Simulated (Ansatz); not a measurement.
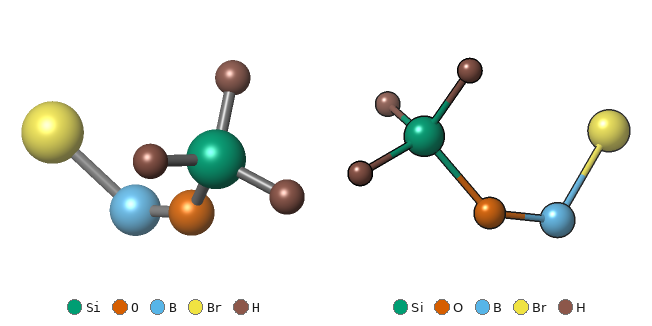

Two views of one molecule.

The species is neutral and a spin doublet.

> Count the atoms of each element.

BBrH3OSi, 7 atoms: 1 boron, 1 bromine, 3 hydrogen, 1 oxygen and 1 silicon.

> Describe its rings.

It has no ring.

> What is its SMILES?

[SiH3]O[B]Br

> Name some functional groups or characteristic bonds that it holds.

Among them: Si–H bond, Si–O bond.

More results for the same structure follow; atom numbers are the same in all pictures, views and colours differ. The computed structure is the end point of a PBE0-D4/def2-TZVP optimisation.

## Shape

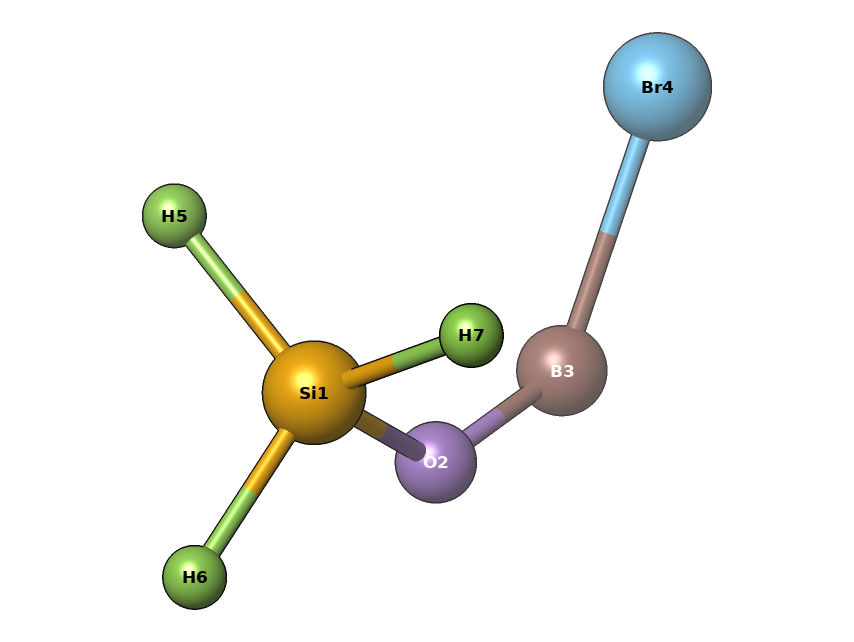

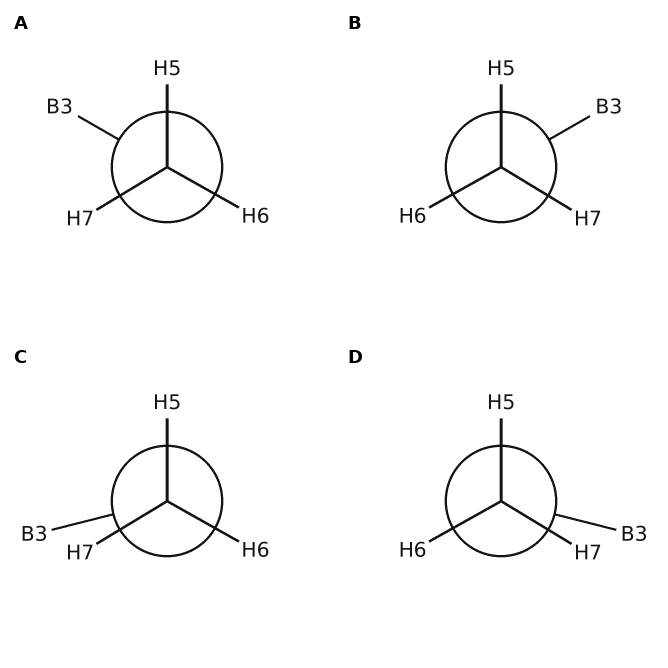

Depth is shown by fading: the farther an atom, the more it takes the colour of the background. Bonds that would overlap in a projection are set slightly apart.

> Which Newman projection shows the view along Si1–O2, with Si1 in front?

B. The torsion angle H5–Si1–O2–B3 is 60°, synclinal (gauche).

## Vibrations

Harmonic vibrations computed with UKS PBE0-D4/def2-TZVP (Ansatz 0.2.0) at a stationary point of the same level.

> List the wavenumbers.

15 modes: 61, 74, 204, 351, 617, 709, 722, 769, 946, 954, 954, 1424, 2255, 2266, 2275 cm⁻¹.

## Levels of theory compared

Program: Ansatz 0.2.0.

Tabulate dipole (D) at these levels: B3LYP-D4/def2-TZVPP; PBE-D4/def2-TZVPP; PBE0-D4/def2-TZVP; r2SCAN-D4/def2-TZVPP; ωB97M-V/def2-TZVPP.

```tsv
level	dipole (D)
B3LYP-D4/def2-TZVPP	1.97
PBE-D4/def2-TZVPP	1.96
PBE0-D4/def2-TZVP	1.98
r2SCAN-D4/def2-TZVPP	1.93
ωB97M-V/def2-TZVPP	2.00
```

## Charges

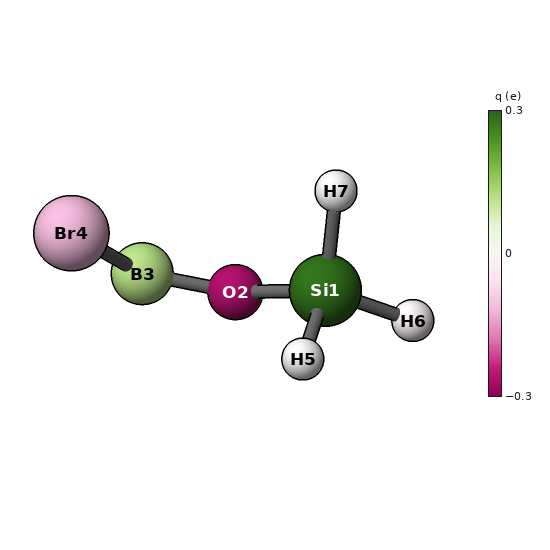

Atoms are coloured by their Mulliken charges. Method: UKS PBE0-D4/def2-TZVP (Ansatz 0.2.0).

List the Mulliken charges.

```tsv
atom	value (e)
Si1	0.28
O2	−0.26
B3	0.12
Br4	−0.11
H5	−0.01
H6	−0.01
H7	−0.01
```

Mulliken values depend strongly on the basis set and can even reverse the polarity of a bond.
